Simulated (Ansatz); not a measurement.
## Run report: AlNH₆S, geometry relaxation (part 1 of 2)

System: AlNH₆S.
Method: RKS PBE0-D4/def2-TZVP (Ansatz 0.2.0).

The geometry is a transition state displaced along its imaginary mode. The reaction was set up to form Al1–N6 and S2–H5 and to break Al1–S2 and H5–N6 (atoms counted from 1 in the order of the input); sticks are drawn by distance alone. Figures and captions count atoms from 1; the log counts them from 0 in places.

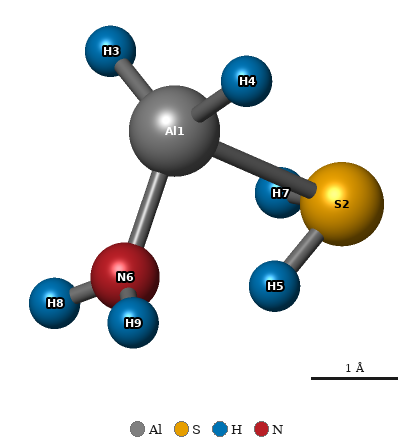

Fig. 1: The structure as given in the input (ball-and-stick view, seen at a tilt; atoms are numbered from 1 in the order of the input). Sticks mark near contacts.

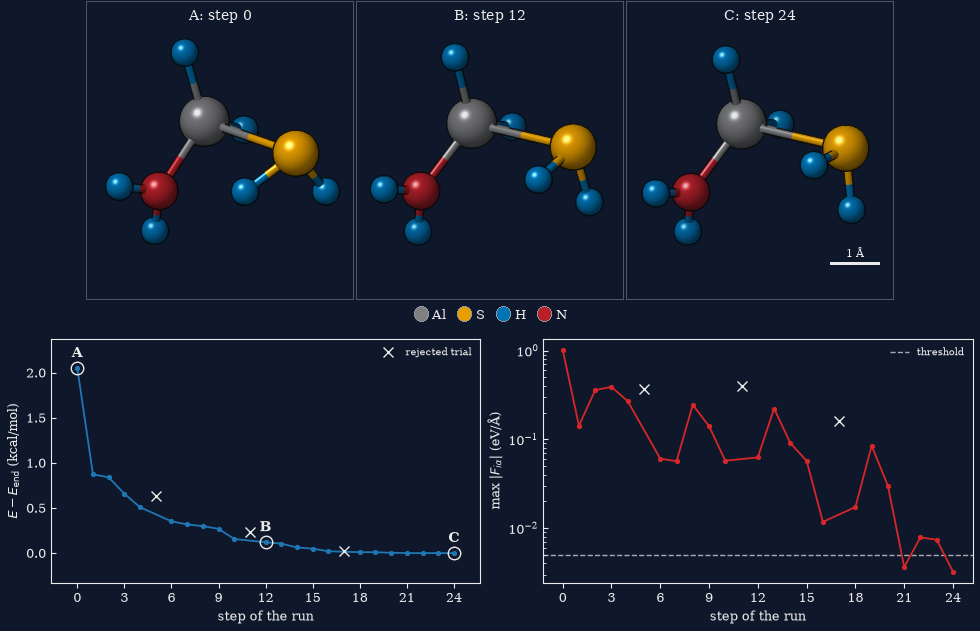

Fig. 2: Frames of the relaxation (ball-and-stick view, seen at a tilt) above the curves, on which the letters mark them (the first geometry is step 0 here and step 1 in the log).

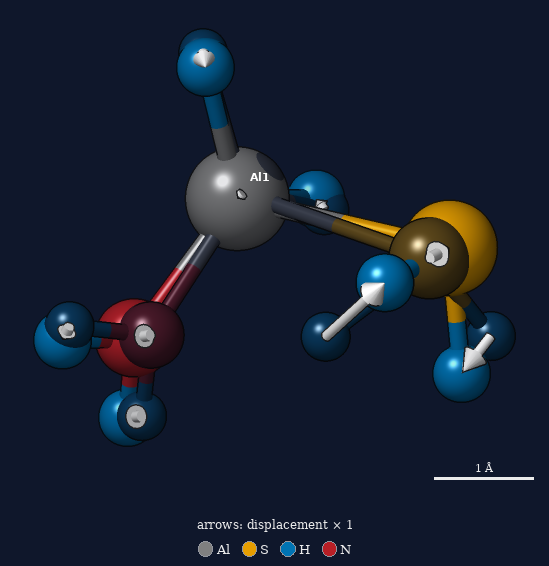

Fig. 3: Start (faint) and end (solid) with the displacements as white arrows, at true length (ball-and-stick view, seen at a tilt). The two geometries are laid on each other by the best rigid fit. The energy falls by 2.05 kcal/mol in 24 geometry steps. The largest force component goes from 1 to 0.0032 eV/Å. The line search rejected the trial steps at points 5, 11, 17 (counted from 0) and went back. The largest move after the best rigid fit is that of H5, 1.11 Å. Largest moves by element: H 1.11 Å, S 0.40 Å, N 0.32 Å, Al 0.09 Å. Distances before and after: S2–H5 1.320 → 1.343 Å, Al1–N6 1.808 → 1.788 Å, Al1–H3 1.601 → 1.593 Å, Al1–S2 2.629 → 2.623 Å. Among the angles that change: Al1–S2–H5 66.1° → 95.4°, S2–Al1–N6 88.3° → 103.5°, S2–Al1–H4 99.7° → 93.0°. (Atoms are counted from 1 in the order of the input.)

These pictures come from the run below.

Input
```yaml
crystal:
  periodic: [false, false, false]
  atoms:
    - {symbol: Al, position_ang: [-0.827302, -0.180687, -0.575643]}
    - {symbol: S, position_ang: [1.036570, 1.671590, -0.485229]}
    - {symbol: H, position_ang: [-0.312026, -0.980445, -1.863918]}
    - {symbol: H, position_ang: [-2.121941, 0.742044, -0.594030]}
    - {symbol: H, position_ang: [0.998631, 0.898988, 0.584480]}
    - {symbol: N, position_ang: [-0.239708, -0.773026, 1.027822]}
    - {symbol: H, position_ang: [1.950144, 0.886574, -1.075951]}
    - {symbol: H, position_ang: [0.284576, -1.630241, 1.108750]}
    - {symbol: H, position_ang: [-0.769045, -0.634697, 1.873718]}
basis:
  gaussian: {orbitals: def2-TZVP}
hamiltonian: {xc: pbe0, dispersion: d4}
relax: {f_tol: 0.005, max_steps: 200}
```

Command:
```bash
ansatz run in.yaml --threads 2 --pin off --events-out ev --progress --plain --max-ram 4352MiB
```

Log
```
Functional definition: PBE0
  name "PBE0"
  cite "Adamo & Barone, J. Chem. Phys. 110, 6158 (1999) doi:10.1063/1.478522"
  cite "Perdew, Burke & Ernzerhof, Phys. Rev. Lett. 77, 3865 (1996) doi:10.1103/PhysRevLett.77.3865"
  parent pbe
  parameter a = 0.25
  parameter kappa = 0.804
  parameter beta = 0.06672455060314922
  exchange = (1 - a)*pbe_x(kappa = kappa, mu = beta*pi^2/3) + a*exact_x
  correlation = pbe_c(beta = beta)
969 factors; their error is unknown
mean field evaluation 1: about -19005.9589 eV, gradient 6.2e1 eV
mean field evaluation 2: about -18990.9904 eV, gradient 9.4e1 eV
mean field evaluation 4: about -19013.1931 eV, gradient 3.6e0 eV
mean field evaluation 8: about -19013.2200 eV, gradient 4.0e-2 eV
mean field evaluation 16: about -19013.2556 eV, gradient 1.8e-5 eV
mean field -19013.25559233 eV, -698.7242553704 hartree, gradient 1.8e-5 eV, S^2 0.000000; 0 other end points of the search recorded, 0 dependent functions left out
the calculation of the forces begins
reference -19013.25562531 eV, -698.7242565825 hartree; 21, 21 occupied and 120, 120 virtual orbitals, 969 factors
relax step   1: F+E_penalty+E_count = -19013.39465330 eV  Δ(F+E_penalty+E_count) = +0.000e0 eV  max|allowed force component| = 1.029e0 eV/Å  Δτ_max = 0.0000 Å  (26 SCF iters, accepted)
these checks for a lower state are left out or cut short: starts, cluster_reference, orbital_swaps, neighbouring_geometries, increment
969 factors; their error is unknown
mean field -19013.30830733 eV, -698.7261926111 hartree, gradient 1.9e-5 eV, S^2 0.000000; 0 other end points of the search recorded, 0 dependent functions left out
[... from here on the field's lines of each further geometry are left out, up to the last ...]
relax step   2: F+E_penalty+E_count = -19013.44571780 eV  Δ(F+E_penalty+E_count) = -5.106e-2 eV  max|allowed force component| = 1.427e-1 eV/Å  Δτ_max = 0.1950 Å  (28 SCF iters, accepted)
relax step   3: F+E_penalty+E_count = -19013.44717413 eV  Δ(F+E_penalty+E_count) = -1.456e-3 eV  max|allowed force component| = 3.597e-1 eV/Å  Δτ_max = 0.1025 Å  (29 SCF iters, accepted)
relax step   4: F+E_penalty+E_count = -19013.45504363 eV  Δ(F+E_penalty+E_count) = -7.869e-3 eV  max|allowed force component| = 3.910e-1 eV/Å  Δτ_max = 0.1071 Å  (29 SCF iters, accepted)
relax step   5: F+E_penalty+E_count = -19013.46153582 eV  Δ(F+E_penalty+E_count) = -6.492e-3 eV  max|allowed force component| = 2.699e-1 eV/Å  Δτ_max = 0.0960 Å  (27 SCF iters, accepted)
relax step   6: F+E_penalty+E_count = -19013.45619805 eV  Δ(F+E_penalty+E_count) = +5.338e-3 eV  max|allowed force component| = 3.698e-1 eV/Å  Δτ_max = 0.2000 Å  (28 SCF iters, rejected (line search))
relax step   7: F+E_penalty+E_count = -19013.46832166 eV  Δ(F+E_penalty+E_count) = -6.786e-3 eV  max|allowed force component| = 6.070e-2 eV/Å  Δτ_max = 0.1000 Å  (28 SCF iters, accepted)
relax step   8: F+E_penalty+E_count = -19013.46981890 eV  Δ(F+E_penalty+E_count) = -1.497e-3 eV  max|allowed force component| = 5.678e-2 eV/Å  Δτ_max = 0.0766 Å  (28 SCF iters, accepted)
relax step   9: F+E_penalty+E_count = -19013.47060896 eV  Δ(F+E_penalty+E_count) = -7.901e-4 eV  max|allowed force component| = 2.448e-1 eV/Å  Δτ_max = 0.1023 Å  (28 SCF iters, accepted)
relax step  10: F+E_penalty+E_count = -19013.47192471 eV  Δ(F+E_penalty+E_count) = -1.316e-3 eV  max|allowed force component| = 1.413e-1 eV/Å  Δτ_max = 0.0584 Å  (27 SCF iters, accepted)
relax step  11: F+E_penalty+E_count = -19013.47680641 eV  Δ(F+E_penalty+E_count) = -4.882e-3 eV  max|allowed force component| = 5.750e-2 eV/Å  Δτ_max = 0.1128 Å  (27 SCF iters, accepted)
relax step  12: F+E_penalty+E_count = -19013.47358143 eV  Δ(F+E_penalty+E_count) = +3.225e-3 eV  max|allowed force component| = 3.976e-1 eV/Å  Δτ_max = 0.1655 Å  (27 SCF iters, rejected (line search))
relax step  13: F+E_penalty+E_count = -19013.47837223 eV  Δ(F+E_penalty+E_count) = -1.566e-3 eV  max|allowed force component| = 6.273e-2 eV/Å  Δτ_max = 0.0827 Å  (28 SCF iters, accepted)
relax step  14: F+E_penalty+E_count = -19013.47901529 eV  Δ(F+E_penalty+E_count) = -6.431e-4 eV  max|allowed force component| = 2.228e-1 eV/Å  Δτ_max = 0.0975 Å  (29 SCF iters, accepted)
relax step  15: F+E_penalty+E_count = -19013.48089135 eV  Δ(F+E_penalty+E_count) = -1.876e-3 eV  max|allowed force component| = 9.087e-2 eV/Å  Δτ_max = 0.0226 Å  (29 SCF iters, accepted)
relax step  16: F+E_penalty+E_count = -19013.48144010 eV  Δ(F+E_penalty+E_count) = -5.487e-4 eV  max|allowed force component| = 5.735e-2 eV/Å  Δτ_max = 0.0305 Å  (28 SCF iters, accepted)
relax step  17: F+E_penalty+E_count = -19013.48271056 eV  Δ(F+E_penalty+E_count) = -1.270e-3 eV  max|allowed force component| = 1.177e-2 eV/Å  Δτ_max = 0.0509 Å  (28 SCF iters, accepted)
relax step  18: F+E_penalty+E_count = -19013.48241391 eV  Δ(F+E_penalty+E_count) = +2.967e-4 eV  max|allowed force component| = 1.626e-1 eV/Å  Δτ_max = 0.0944 Å  (28 SCF iters, rejected (line search))
relax step  19: F+E_penalty+E_count = -19013.48314608 eV  Δ(F+E_penalty+E_count) = -4.355e-4 eV  max|allowed force component| = 1.728e-2 eV/Å  Δτ_max = 0.0472 Å  (28 SCF iters, accepted)
relax step  20: F+E_penalty+E_count = -19013.48316790 eV  Δ(F+E_penalty+E_count) = -2.182e-5 eV  max|allowed force component| = 8.486e-2 eV/Å  Δτ_max = 0.0593 Å  (29 SCF iters, accepted)
relax step  21: F+E_penalty+E_count = -19013.48341481 eV  Δ(F+E_penalty+E_count) = -2.469e-4 eV  max|allowed force component| = 2.993e-2 eV/Å  Δτ_max = 0.0152 Å  (29 SCF iters, accepted)
relax step  22: F+E_penalty+E_count = -19013.48356921 eV  Δ(F+E_penalty+E_count) = -1.544e-4 eV  max|allowed force component| = 3.658e-3 eV/Å  Δτ_max = 0.0095 Å  (30 SCF iters, accepted)
relax step  23: F+E_penalty+E_count = -19013.48358471 eV  Δ(F+E_penalty+E_count) = -1.550e-5 eV  max|allowed force component| = 7.883e-3 eV/Å  Δτ_max = 0.0084 Å  (29 SCF iters, accepted)
relax step  24: F+E_penalty+E_count = -19013.48359300 eV  Δ(F+E_penalty+E_count) = -8.293e-6 eV  max|allowed force component| = 7.389e-3 eV/Å  Δτ_max = 0.0095 Å  (29 SCF iters, accepted)
the calculation of the forces begins
reference -19013.35063125 eV, -698.7277479866 hartree; 21, 21 occupied and 120, 120 virtual orbitals, 969 factors
relax step  25: F+E_penalty+E_count = -19013.48359660 eV  Δ(F+E_penalty+E_count) = -3.601e-6 eV  max|allowed force component| = 3.237e-3 eV/Å  Δτ_max = 0.0015 Å  (21 SCF iters, accepted)
969 factors; their error is unknown
mean field evaluation 192: about -19013.3137 eV, gradient 1.1e-1 eV
mean field -19013.35059790 eV, -698.7277467609 hartree, gradient 8.8e-6 eV, S^2 0.000000; 1 other end points of the search recorded, 0 dependent functions left out
the calculation of the forces begins
reference -19013.35063125 eV, -698.7277479866 hartree; 21, 21 occupied and 120, 120 virtual orbitals, 969 factors
Total energy: -19013.48362996 eV, -698.7326355989 hartree
Atom 0 at    -0.831048    -0.230790    -0.528812 Å, force     0.001373     0.000713    -0.003237 eV/Å
Atom 1 at     1.078682     1.538215    -0.851457 Å, force     0.001312    -0.000267     0.003158 eV/Å
Atom 2 at    -0.492497    -0.970532    -1.898611 Å, force    -0.000581    -0.000552     0.000343 eV/Å
Atom 3 at    -1.960182     0.886000    -0.403933 Å, force    -0.001329     0.000627     0.000362 eV/Å
Atom 4 at     1.069413     1.966588     0.421740 Å, force    -0.000250    -0.000283    -0.002241 eV/Å
Atom 5 at    -0.366654    -1.075569     0.977021 Å, force    -0.000657     0.000093     0.001966 eV/Å
Atom 6 at     2.085558     0.680344    -0.617464 Å, force    -0.000756     0.000574    -0.000522 eV/Å
Atom 7 at     0.140634    -1.944510     1.010795 Å, force    -0.000944     0.001610     0.001311 eV/Å
Atom 8 at    -0.724007    -0.849646     1.890721 Å, force     0.001831    -0.002514    -0.001140 eV/Å
Dipole moment:     0.592059     0.205632     0.325278 e Å
```

Trajectory as extended XYZ (Å, eV, eV/Å), 25 frames, from step=1 to step=25
```
9
Properties=species:S:1:pos:R:3:forces:R:3 step=1 energy=-19013.39465
Al   -0.8273   -0.1807   -0.5756   -0.0224   0.0055  -0.3448
S     1.0366    1.6716   -0.4852    0.0171   0.7467  -1.0007
H    -0.3120   -0.9804   -1.8639   -0.0435   0.0447   0.1214
H    -2.1219    0.7420   -0.5940    0.0201  -0.0190   0.0469
H     0.9986    0.8990    0.5845    0.0816  -0.5787   1.0288
N    -0.2397   -0.7730    1.0278   -0.0587  -0.1485   0.1080
H     1.9501    0.8866   -1.0760    0.0278  -0.0076  -0.0465
H     0.2846   -1.6302    1.1087    0.0237  -0.0457   0.0164
H    -0.7690   -0.6347    1.8737   -0.0456   0.0026   0.0705
9
Properties=species:S:1:pos:R:3:forces:R:3 step=2 energy=-19013.44572
Al   -0.8152   -0.1868   -0.5780   -0.0064  -0.0559   0.1038
S     1.0305    1.6968   -0.5357   -0.0227  -0.0836   0.1099
H    -0.3084   -0.9971   -1.8517    0.0178   0.0364  -0.0019
H    -2.1105    0.7327   -0.5791    0.0080   0.0254  -0.0120
H     1.1376    1.0227    0.6426    0.0115   0.1064  -0.1427
N    -0.2839   -0.8188    1.0365   -0.0319  -0.0349  -0.0500
H     1.9403    0.9092   -1.1309    0.0300  -0.0009  -0.0060
H     0.2378   -1.6780    1.1219   -0.0030   0.0050   0.0128
H    -0.8284   -0.6807    1.8745   -0.0032   0.0021  -0.0139
9
Properties=species:S:1:pos:R:3:forces:R:3 step=3 energy=-19013.44717
Al   -0.8214   -0.1972   -0.5519    0.0658  -0.1556   0.1076
S     1.0180    1.6947   -0.6042    0.1504  -0.2313   0.3597
H    -0.2989   -0.9841   -1.8326   -0.0155  -0.0063  -0.0166
H    -2.1055    0.7390   -0.5599    0.0254   0.0414   0.0027
H     1.1981    1.0996    0.6122   -0.0411   0.2237  -0.2984
N    -0.3228   -0.8645    1.0586   -0.0630   0.0503  -0.1467
H     2.0142    0.9712   -1.1538   -0.1411   0.0380   0.0044
H     0.1945   -1.7267    1.1404    0.0068   0.0248   0.0023
H    -0.8763   -0.7318    1.8913    0.0125   0.0148  -0.0151
9
Properties=species:S:1:pos:R:3:forces:R:3 step=4 energy=-19013.45504
Al   -0.8174   -0.2075   -0.5571    0.0541  -0.0499   0.1978
S     1.0089    1.7002   -0.5930    0.2159  -0.3010   0.2949
H    -0.2928   -0.9872   -1.8417    0.0008   0.0066  -0.0182
H    -2.0875    0.7485   -0.5677   -0.0053  -0.0002  -0.0077
H     1.2535    1.1843    0.6472   -0.0741   0.1796  -0.3910
N    -0.3278   -0.8773    1.0529   -0.0687   0.0111  -0.1601
H     1.9527    0.9189   -1.1626   -0.1336   0.1241   0.0858
H     0.1932   -1.7366    1.1380    0.0022   0.0162   0.0081
H    -0.8830   -0.7432    1.8840    0.0086   0.0135  -0.0095
9
Properties=species:S:1:pos:R:3:forces:R:3 step=5 energy=-19013.46154
Al   -0.8178   -0.2253   -0.5556    0.0250  -0.0487   0.0995
S     1.0013    1.6969   -0.6047    0.0673  -0.0744   0.0689
H    -0.2973   -0.9860   -1.8538   -0.0017   0.0017  -0.0092
H    -2.0819    0.7393   -0.5592    0.0072   0.0229  -0.0071
H     1.2861    1.2746    0.6460   -0.0167   0.0487  -0.1195
N    -0.3531   -0.9280    1.0360   -0.1676   0.0674   0.1823
H     1.9664    0.9307   -1.1455   -0.0462   0.0324   0.0347
H     0.1406   -1.8015    1.1420   -0.0284   0.0844   0.0202
H    -0.8443   -0.7006    1.8948    0.1612  -0.1344  -0.2699
9
Properties=species:S:1:pos:R:3:forces:R:3 step=6 energy=-19013.45620 accepted=F
Al   -0.8197   -0.2247   -0.5229   -0.0744   0.1461  -0.3698
S     1.0037    1.6739   -0.6502    0.0292  -0.0123  -0.0237
H    -0.3228   -0.9840   -1.8352    0.0081   0.0326  -0.0011
H    -2.0417    0.7951   -0.5352   -0.0404  -0.0513   0.0287
H     1.3148    1.3679    0.6203   -0.0047   0.0281   0.0474
N    -0.3871   -0.9423    1.0455   -0.0243   0.0898   0.0440
H     1.9723    0.8796   -1.1330    0.0241   0.0015  -0.0207
H     0.2460   -1.7098    1.1512    0.1495  -0.2711   0.0644
H    -0.9656   -0.8556    1.8594   -0.0671   0.0366   0.2309
```
